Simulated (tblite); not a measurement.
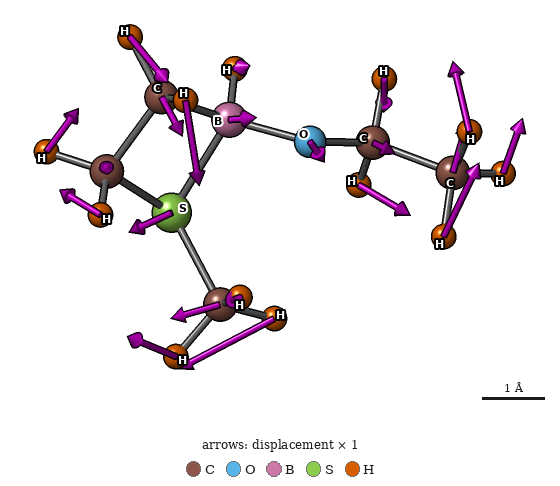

This is a relaxation of C₅H₁₃BOS. The starting structure is drawn; purple arrows show the displacements, at their true length. The two geometries are superimposed by the best rigid fit.

A ball-and-stick model, seen face on.

Level of theory: GFN2-xTB geometry optimisation, gas phase (tblite 0.8.0). 

**What did the optimiser do to the structure, and how much energy did it gain?**

The largest move after the best rigid fit is that of an H atom, 1.77 Å. By element the largest moves are H 1.77 Å, C 0.87 Å, S 0.85 Å, B 0.52 Å, O 0.50 Å. Some distances before and after: B–S 1.847 → 3.025 Å, B–O 1.508 → 1.326 Å, C–S 1.785 → 1.826 Å, C–H 1.121 → 1.093 Å. Bonds break: B–S (1.85 → 3.02 Å). Bond angles that change, for instance: B–C–C 93.0° → 110.3°, C–O–B 109.2° → 124.9°, C–C–S 97.0° → 112.2°. Groups turn about C–O by about 75°, C–S by about 50°, C–C by about 45°. Over 214 geometry steps the energy falls by 30.4 kcal/mol.
